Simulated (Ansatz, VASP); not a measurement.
# KCl (Sylvite): VASP beside Ansatz

One calculation is typed for both programs; each brings its own data sets and cutoff. How far apart do they land?

Method: plane waves, with VASP 6.6.1 beside it; single point at HSE06, in Ansatz 0.2.0.

### Step 1. Starting point

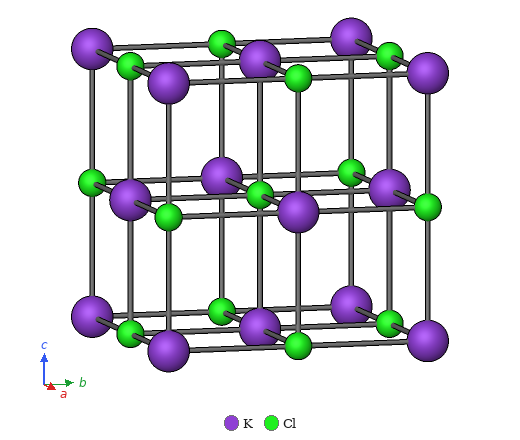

Start, viewed slightly off an axis; potassium purple, chlorine green. This picture shows the conventional cell, with its axes. Some periodic images of atoms are drawn too.

### Step 2. VASP: single point, HSE06

A single point gives forces, pressure and levels at one fixed geometry, so differences don't come from the geometry; what else differs is listed under the comparison.

Lines of VASP's logs that name or quote its potential files are left out, and so is its time.

Input file INCAR:

```
SYSTEM = KCl
PREC = Accurate
ENCUT = 360
EDIFF = 1E-06
NELM = 100
ISMEAR = 0
SIGMA = 0.05
LREAL = .FALSE.
ALGO = Normal
LHFCALC = .TRUE.
AEXX = 0.25
GGA = PE
HFSCREEN = 0.2
LASPH = .TRUE.
NBANDS = 14
PRECFOCK = Fast
LWAVE = .FALSE.
LCHARG = .FALSE.
KPAR = 8
```

Input file POSCAR:

```
KCl
1.0
    0.0000000000      3.0822383035      3.0822383035
    3.0822383035      0.0000000000      3.0822383035
    3.0822383035      3.0822383035      0.0000000000
K Cl
1 1
Direct
    0.0000000000      0.0000000000      0.0000000000
    0.5000000000      0.5000000000      0.5000000000
```

Input file KPOINTS:

```
Automatic mesh
0
Gamma
4 4 4
0 0 0
```

The projector-augmented-wave data sets are K_sv_GW and Cl_GW (PBE family, release 64).

Launch:

```console
$ mpirun -np 8 vasp_std
```

Numbers of over 12 decimals in the logs are rounded to 6 here.

Output:

```text
[banner, memory and clock lines left out]
running    8 mpi-ranks, on    1 nodes
 distrk:  each k-point on    1 cores,    8 groups
 distr:  one band on    1 cores,    1 groups

 POSCAR found type information on POSCAR K Cl
 POSCAR found :  2 types and       2 ions
|                                                                             |
|           W    W    AA    RRRRR   N    N  II  N    N   GGGG   !!!           |
|           W    W   A  A   R    R  NN   N  II  NN   N  G    G  !!!           |
|           W    W  A    A  R    R  N N  N  II  N N  N  G       !!!           |
|           W WW W  AAAAAA  RRRRR   N  N N  II  N  N N  G  GGG   !            |
|           WW  WW  A    A  R   R   N   NN  II  N   NN  G    G                |
|           W    W  A    A  R    R  N    N  II  N    N   GGGG   !!!           |
|                                                                             |
|     For optimal performance we recommend to set                             |
|       NCORE = 2 up to number-of-cores-per-socket                            |
|     NCORE specifies how many cores store one orbital (NPAR=cpu/NCORE).      |
|     This setting can greatly improve the performance of VASP for DFT.       |
|     The default, NCORE=1 might be grossly inefficient on modern             |
|     multi-core architectures or massively parallel machines. Do your        |
|     Unfortunately you need to use the default for GW and RPA                |
|     calculations (for HF NCORE is supported but not extensively tested      |
|     yet).                                                                   |
|                                                                             |

 LDA part: xc-table for (Slater+PW92), standard interpolation
 found WAVECAR, reading the header
 POSCAR, INCAR and KPOINTS ok, starting setup
 FFT: planning ... GRIDC
 FFT: planning ... GRID_SOFT
 FFT: planning ... GRID
 reading WAVECAR
 the WAVECAR file was read successfully
 initial charge from wavefunction
 entering main loop
       N       E                     dE             d eps       ncg     rms          rms(c)
DAV:   1    -0.103401382870E+02   -0.10340E+02   -0.10948E-01   332   0.423E+00    0.546E-01
DAV:   2    -0.103412617796E+02   -0.11235E-02   -0.26825E-03   350   0.417E-01    0.367E-01
DAV:   3    -0.103410412102E+02    0.22057E-03   -0.19707E-04   316   0.129E-01    0.208E-01
DAV:   4    -0.103409805779E+02    0.60632E-04   -0.61000E-05   350   0.736E-02    0.125E-01
DAV:   5    -0.103409612285E+02    0.19349E-04   -0.92945E-06   320   0.284E-02    0.733E-02
DAV:   6    -0.103409544490E+02    0.67795E-05   -0.33456E-06   296   0.169E-02    0.428E-02
DAV:   7    -0.103409522363E+02    0.22127E-05   -0.12139E-06   208   0.102E-02    0.253E-02
DAV:   8    -0.103409515290E+02    0.70727E-06   -0.64224E-07   190   0.953E-03
   1 F= -.10340952E+02 E0= -.10340952E+02  d E =-.396778E-12
```

From OUTCAR (step 2):

```text
ion  position               nearest neighbor table
   1  0.000  0.000  0.000-
   2  0.500  0.500  0.500-

  LATTYP: Found a face centered cubic cell.
 ALAT       =     6.1644766070

 Subroutine GETGRP returns: Found 48 space group operations
 (whereof 48 operations were pure point group operations)

The static configuration has the point symmetry O_h .

 Found      8 irreducible k-points:

   k-points           NKPTS =      8   k-points in BZ     NKDIM =     64   number of bands    NBANDS=     14

   dimension x,y,z NGX =    28 NGY =   28 NGZ =   28
   dimension x,y,z NGXF=    56 NGYF=   56 NGZF=   56

   ENCUT  =  360.0 eV  26.46 Ry    5.14 a.u.   6.74  6.74  6.74*2*pi/ulx,y,z

   NELECT =      16.0000    total number of electrons

 k-points in reciprocal lattice and weights: Automatic mesh
   0.00000000  0.00000000  0.00000000       0.016
   0.25000000  0.00000000  0.00000000       0.125
   0.50000000  0.00000000  0.00000000       0.062
   0.25000000  0.25000000  0.00000000       0.094
   0.50000000  0.25000000  0.00000000       0.375
  -0.25000000  0.25000000  0.00000000       0.188
   0.50000000  0.50000000  0.00000000       0.047
  -0.25000000  0.50000000  0.25000000       0.094

  exchange ACFDT corr.  =         0.00000000  see jH, gK, PRB 81, 115126

 average (electrostatic) potential at core
       1 -75.8891       2 -79.1776

 E-fermi :  -1.0796

 k-point     1 :       0.0000    0.0000    0.0000
  band No.  band energies     occupation
    ...
      4     -12.5188      2.00000
      5     -12.5187      2.00000
      6      -1.3137      2.00000
      7      -1.3137      2.00000
      8      -1.3137      2.00000
      9       5.4480      0.00000
     10       8.6655      0.00000
     11       8.6655      0.00000
     12       8.6655      0.00000
     13       9.6999      0.00000
    ...

 k-point     2 :       0.2500    0.0000    0.0000
  band No.  band energies     occupation
    ...
      4     -12.5227      2.00000
      5     -12.3819      2.00000
      6      -1.9824      2.00000
      7      -1.5170      2.00000
      8      -1.5170      2.00000
      9       6.7804      0.00000
     10       8.4258      0.00000
     11       9.5145      0.00000
     12       9.5145      0.00000
     13      10.6164      0.00000
    ...

 k-point     3 :       0.5000    0.0000    0.0000
  band No.  band energies     occupation
    ...
      4     -12.5264      2.00000
      5     -12.2527      2.00000
      6      -2.5324      2.00000
      7      -1.7069      2.00000
      8      -1.7069      2.00000
      9       7.7971      0.00000
     10       9.0914      0.00000
     11      11.2481      0.00000
     12      11.2481      0.00000
     13      11.7962      0.00000
    ...

  energy-cutoff  :      360.00
  volume of cell :       58.56
      direct lattice vectors                 reciprocal lattice vectors
     0.000000000  3.082238304  3.082238304    -0.162219774  0.162219774  0.162219774
     3.082238304  0.000000000  3.082238304     0.162219774 -0.162219774  0.162219774
     3.082238304  3.082238304  0.000000000     0.162219774  0.162219774 -0.162219774

 POSITION                                       TOTAL-FORCE (eV/Angst)
 -----------------------------------------------------------------------------------
      0.00000      0.00000      0.00000        -0.000000     -0.000000     -0.000000
      3.08224      3.08224      3.08224         0.000000      0.000000      0.000000
 -----------------------------------------------------------------------------------
    total drift:                               -0.000002     -0.000002     -0.000008

  FREE ENERGIE OF THE ION-ELECTRON SYSTEM (eV)
  ---------------------------------------------------
  free  energy   TOTEN  =       -10.3409515290 eV

  energy  without entropy=      -10.3409515290  energy(sigma->0) =      -10.34095153

[... 3 further parts left out ...]
```

### Step 3. Ansatz: single point, HSE06

Ansatz runs on its default PAW (the set named soft_2) files.

The same cell, functional, mesh and smearing now go to Ansatz, which takes its cutoff from its data sets.

Input file input.yaml:

```yaml
crystal:
  lattice:
    - [0.0, 3.0822383035, 3.0822383035]
    - [3.0822383035, 0.0, 3.0822383035]
    - [3.0822383035, 3.0822383035, 0.0]
  atoms:
    - { symbol: K, position: [0.0, 0.0, 0.0] }
    - { symbol: Cl, position: [0.5, 0.5, 0.5] }
hamiltonian:
  xc: { exchange: pbe, correlation: pbe, exx: { coeff: 0.25, omega: 0.2 } }
  pseudopotentials: { kind: paw }
kpoints:
  mp_grid: { grid: [4, 4, 4] }
scf:
  occupations: { method: gaussian, width: 0.05 }
  n_extra_bands: 4
output:
  forces: true
  stress: true
  eigenvalues: true
```

Launch:

```console
$ ansatz run input.yaml --threads 4 --pin off --max-ram 9216MiB --backend cpu --events-out ev --progress --plain --runs-dir out
```

Output:

```text
Warning: output.stress: scf.convergence.dr2_threshold = 1e-7 eV (the SCF's general default) is looser than the 2e-10 eV advised for a printed stress (1e-10 eV for each atom of the cell: 2). What an SCF threshold leaves in a stress goes as its square root, and in the free energy as the threshold itself, and one threshold admits the most on a small cell: [figures from the program's tests cut] Set scf.convergence.dr2_threshold to 2e-10 eV or tighter. The threshold is an SCF's pass mark: one that does not reach it within its budget of iterations ends unconverged, or closes short of it on a stop that the run arms, and scf.convergence.dr2_threshold's page says what that costs each kind of run
Warning: output.stress: scf.exx.energy_threshold = 1e-6 eV is looser than the 2e-8 eV advised for a stress under a hybrid functional (1e-8 eV for each atom of the cell: 2). Every SCF of the exchange loop can meet its threshold on dr2 while the loop round them stops early: no threshold on dr2 bounds what that leaves in the stress. Set scf.exx.energy_threshold to 2e-8 eV or tighter. The threshold is the loop's pass mark: a loop that does not reach it within its budget of cycles ends unconverged, and scf.exx.energy_threshold's page has the law
scf.n_extra_bands = 4 over 8 filled bands (N_el = 16.0): the run solves 12 bands
Engine: ansatz 0.2.0, aarch64-unknown-linux-gnu
Pseudopotentials: kind: paw
Pseudopotential: K, paw, valence charge 9, recommended cutoff 420 eV (normal), K.paw.azcp
Pseudopotential: Cl, paw, valence charge 7, recommended cutoff 420 eV (normal), Cl.paw.azcp
Functional definition: unnamed
  parameter a_1 = 0.25
  parameter omega_1 = 0.2/angstrom
  exchange = pbe_x + (-a_1)*pbe_x_sr(omega_1) + a_1*exact_x_sr(omega_1)
  correlation = pbe_c
Crystal: 2 atoms, lattice volume = 58.564 Å³
Basis set: ecut = 420 eV, 1139 PW (Γ), exchange–correlation on 60×60×60 points (8 copies of the dense FFT grid, shifted against one another)
Bands: 12, of which v1, the nominal top of the filled ones, is band 8 counted from 1 (7 counted from 0)
Symmetry: 48 space group operations
Space group: Fm-3m (ITA 225), of the structure as read, at distance tolerance 3.9e-5 Å
k-points: 8 of 64
Non-local potential: K, projectors of the file, l = 0: 3, l = 1: 2, l = 2: 2
Non-local potential: Cl, projectors of the file, l = 0: 2, l = 1: 2, l = 2: 2
PAW form: soft (Blöchl's): semilocal exchange-correlation on the pseudo side does not see the compensation charge
PAW frozen core: K, regenerated for the run's functional, and the local potential with it (the file was generated under x = pbe(κ = 0.804, μ = 0.219515), c = pbe(β = 0.066725))
PAW frozen core: Cl, regenerated for the run's functional, and the local potential with it (the file was generated under x = pbe(κ = 0.804, μ = 0.219515), c = pbe(β = 0.066725))
PAW one-centre angular grid: K, 110 points (default); XC on 64 Gauss nodes
PAW one-centre angular grid: Cl, 110 points (default); XC on 64 Gauss nodes
Initial density: superposition of atomic densities (neutral atoms: chi_scale 0, normalization atom), corrected by the library's trained network
Initial wavefunctions: pseudopotential atomic-orbital guess
Functional: x = pbe(κ = 0.804, μ = 0.219515), c = pbe(β = 0.066725), warm-up for x = pbe(κ = 0.804, μ = 0.219515) + 0.25 (exact − pbe) at short range (hse, ω = 0.2 Å⁻¹), c = pbe(β = 0.066725)
SCF iter   1: F=—  HF=-2621.185139 eV  |F-HF|=—  |Δ(HF+E_count)|=         —  Δρ=6.78e-4  dr2=3.48e-4  ethr=1.77e-3  ⟨swp⟩=2.9  Hψ=717  notcnv=0
preconditioner: auto → none  [insulator: Δε(μ)=5.397 eV  Ē_g=15.425 eV  σ=0.050 eV  W_gap=1.00  n_scr=14 (ndim 8)  ℏωp=18.2 eV  f_vac=0.073  D(μ)=0.00/eV (n_scr^D=0)]
iter 2 solved again at ethr=6.13e-8 eV; its pass at ethr=2.18e-6 eV (dr2=9.81e-6 eV) is discarded
SCF iter   2: F=-2621.185032 eV  HF=-2621.185038 eV  |F-HF|=6.23e-6  |Δ(HF+E_count)|=   1.01e-4  Δρ=1.43e-4  dr2=9.71e-6  ethr=6.13e-8  ⟨swp⟩=3.2  Hψ=445  notcnv=0  defer=2
SCF 1 stopped early in 2 iterations: F = -2621.185032 eV  dr2 = 9.71e-6
  greatest PAW one-centre occupation: 0.988 electrons in one spin orbital (limit 2), on the K atom at site 0 (counted from 0), in its partial waves of l = 0
Initial density: handed on by an earlier stage of this run
Initial wavefunctions: those handed on with the density
Functional: x = pbe(κ = 0.804, μ = 0.219515) + 0.25 (exact − pbe) at short range (hse, ω = 0.2 Å⁻¹), c = pbe(β = 0.066725)
Exchange kernel: α = 0.2500, screened, ω = 0.2000 Å⁻¹, Wigner–Seitz truncation, v(0) = 1115.6678 eV·Å³, q-mesh 4×4×4, nearest image of the exchange supercell L = 17.44 Å, pair-density grid 18×18×18, without the augmentation charges, whose exchange is taken in its separable form by FFT convolution over the k-point mesh (sized by the pseudopotential files, 24×24×24 at the most), smooth part of the exact exchange by density-matrix convolution
Frozen-core exchange: fock
SCF iter   1: F=—  HF=-2622.866633 eV  |F-HF|=—  |Δ(HF+E_count)|=         —  Δρ=2.64e-3  dr2=2.95e-3  ethr=6.07e-7  ⟨swp⟩=10.6  Hψ=567  notcnv=0
preconditioner: auto → none  [insulator: Δε(μ)=6.762 eV  Ē_g=17.465 eV  σ=0.050 eV  W_gap=1.00  n_scr=14 (ndim 8)  ℏωp=18.2 eV  f_vac=0.073  D(μ)=0.00/eV (n_scr^D=0)]
SCF iter   2: F=—  HF=-2622.865787 eV  |F-HF|=—  |Δ(HF+E_count)|=   8.46e-4  Δρ=1.22e-3  dr2=5.74e-4  ethr=6.07e-7  ⟨swp⟩=3.8  Hψ=234  notcnv=0
SCF iter   3: F=—  HF=-2622.867335 eV  |F-HF|=—  |Δ(HF+E_count)|=   1.55e-3  Δρ=3.61e-4  dr2=1.08e-4  ethr=6.07e-7  ⟨swp⟩=4.1  Hψ=258  notcnv=0
SCF iter   4: F=-2622.867305 eV  HF=-2622.867304 eV  |F-HF|=4.35e-7  |Δ(HF+E_count)|=   3.12e-5  Δρ=4.37e-5  dr2=1.64e-6  ethr=6.07e-7  ⟨swp⟩=3.0  Hψ=185  notcnv=0
SCF 2 stopped early in 4 iterations: F = -2622.867305 eV  dr2 = 1.64e-6
  greatest PAW one-centre occupation: 0.989 electrons in one spin orbital (limit 2), on the K atom at site 0 (counted from 0), in its partial waves of l = 0
hybrid outer 1: dexx = +1.792e-3 eV, tail = 6.81e-6 eV
Exchange kernel: α = 0.2500, screened, ω = 0.2000 Å⁻¹, Wigner–Seitz truncation, v(0) = 1115.6678 eV·Å³, q-mesh 4×4×4, nearest image of the exchange supercell L = 17.44 Å, pair-density grid 18×18×18, without the augmentation charges, whose exchange is taken in its separable form by FFT convolution over the k-point mesh (sized by the pseudopotential files, 24×24×24 at the most), smooth part of the exact exchange by density-matrix convolution
Frozen-core exchange: fock
SCF iter   1: F=—  HF=-2622.867333 eV  |F-HF|=—  |Δ(HF+E_count)|=         —  Δρ=3.77e-5  dr2=7.10e-7  ethr=2.13e-7  ⟨swp⟩=6.6  Hψ=310  notcnv=0
preconditioner: auto → none  [insulator: Δε(μ)=6.761 eV  Ē_g=17.473 eV  σ=0.050 eV  W_gap=1.00  n_scr=14 (ndim 8)  ℏωp=18.2 eV  f_vac=0.077  D(μ)=0.00/eV (n_scr^D=0)]
SCF iter   2: F=—  HF=-2622.867333 eV  |F-HF|=—  |Δ(HF+E_count)|=   1.25e-7  Δρ=1.25e-5  dr2=4.05e-8  ethr=4.29e-9  ⟨swp⟩=3.1  Hψ=188  notcnv=0
SCF iter   3: F=-2622.867333 eV  HF=-2622.867333 eV  |F-HF|=7.63e-9  |Δ(HF+E_count)|=   1.97e-7  Δρ=3.58e-6  dr2=1.07e-8  ethr=1.50e-10  ⟨swp⟩=4.9  Hψ=313  notcnv=0  defer=3
SCF 3 converged in 3 iterations: F = -2622.867333 eV  dr2 = 1.07e-8
  Residual-converged pass: ⟨swp⟩=3.0  Hψ=172  notcnv=0  max |occ|·‖R‖ = 2.3e-6 eV (tolerance 2.4e-6 eV)  dr2=1.07e-8  dr2_onsite=3.25e-10  max |Δocc| = 0.0e0
hybrid outer 2: dexx = +2.633e-7 eV, tail = 2.44e-8 eV, Δε = 1.25e-3 eV (about 7.91e-5 eV left of the loop's levels)
hybrid SCF converged: 2 outer / 7 inner (+2 warm-up), last move |dexx| = 2.63e-7 eV, tail = 2.44e-8 eV
Stability not checked: this state was not tested for a lower state beside it, because the functional holds exact exchange (a hybrid, or Hartree-Fock), whose exchange loop this test does not read (fock_operator; see scf.lower_state_search)
Free energy (F): -2622.867333 eV
Frozen-core exchange: fock
Harris-Foulkes:  -2622.867333 eV  (|F-HF|=7.63e-9)
Internal energy: -2622.867333 eV  (E = F + TS)
E sigma→0 (E₀):  -2622.867333 eV
Fermi energy:    3.660345 eV
--- Per-component energies (eV) ---
  E_band       = -150.626660
  E_kinetic    = 417.107808
  E_local      = -808.182027  (includes V_loc(G=0)·N_el)
  E_nonlocal   = 41.005524
  E_hartree    = 270.413088
  E_xc         = -194.706322
  E_vxc        = -229.028312  (∫ρ·V_xc dr)
  E_exx        = -39.796637  (= α·E_x^exact, valence–valence)
  E_paw        = -1451.951225  (= ΣΔE_a)
  E_vpaw       = -32.760232  (= ΣTr[D̂ρ^β])
  E_aug_tail   = 0.000087  (compensation charges beyond the density's cutoff)
  E_ewald      = -856.505251
  E_core_change = -0.252376  (= ΣΔE_core)
  E_smearing   = -0.000000  (= −TS)
  E_closure    = -0.000000  (closes the sum)
  Σ components = -2622.867333   (vs F -2622.867333, Δ=0.00e0)
--- Forces (eV/Å), atoms counted from 1 ---
  atom   1  K     -0.00000000    -0.00000000    -0.00000000
  atom   2  Cl     0.00000000    -0.00000000    -0.00000000
  max |Σ_I F_I| component: 1.01e-29 eV/Å
--- Stress (GPa, compression-positive) ---
        1.845000       0.000000      -0.000000
        0.000000       1.845000      -0.000000
        0.000000       0.000000       1.845000
  P = ⅓ Tr σ = 1.8450 GPa (18.450 kbar)
--- Band table (eV; the first three rows and the last of 8) ---
  k-point 0: bands = [... 4 lower, -10.9160, 0.2799, 0.2799, 0.2799, 7.0403, 10.2523, 10.2523, 10.2523]
  k-point 1: bands = [... 4 lower, -10.7787, -0.3895, 0.0761, 0.0761, 8.3762, 10.0143, 11.1015, 11.1015]
  k-point 2: bands = [... 4 lower, -10.6490, -0.9401, -0.1142, -0.1142, 9.3974, 10.6831, 12.8387, 12.8387]
  k-point 7: bands = [... 4 lower, -10.8174, -0.2957, -0.2552, -0.2552, 9.8676, 9.8676, 11.5744, 12.1914]
```

Elapsed: 4.7 s, on 4 threads of Arm Neoverse V1, shared host; peak memory 0.61 GiB; 16 s of CPU time.

The run ends at a pressure of 1.85 GPa.

### Step 4. Differences

Known differences besides the PAW data sets themselves: exact exchange at q = 0 is treated differently, which shows on coarse meshes; VASP keeps PBE cores, Ansatz makes them for the functional; the cutoff is 420 eV in Ansatz and 360 eV in VASP; VASP takes a coarser grid for exact exchange (PRECFOCK = Fast). Total energies have different zeros and are not compared.

Compared:

| quantity | Ansatz | VASP | difference |
| --- | --- | --- | --- |
| gap on the k mesh (eV) | 6.760 | 6.762 | -0.001 |

### Step 5. Outcome

```
difference in gap on the k mesh (single point, HSE06) : -0.0013 eV
```

The difference in gap on the k mesh is -0.0013 eV (single point, HSE06), within the 0.08 eV picked in this series as the mark of a large difference. Differences of this kind measure data sets and numerical settings, not the functional's error against experiment.

[Lines on the potential files, build, host, timing and source positions are cut from VASP's logs without a mark.]

[Logs are printed without paths, hosts, clocks, repeated set-up lines and the standing remarks that a program may print on its own settings, such as how far it seeks lower states.]

[Hosts, paths, dates, database ids (printed as entryN), source tags and the programs' standing remarks are cut or masked in the printed files.]
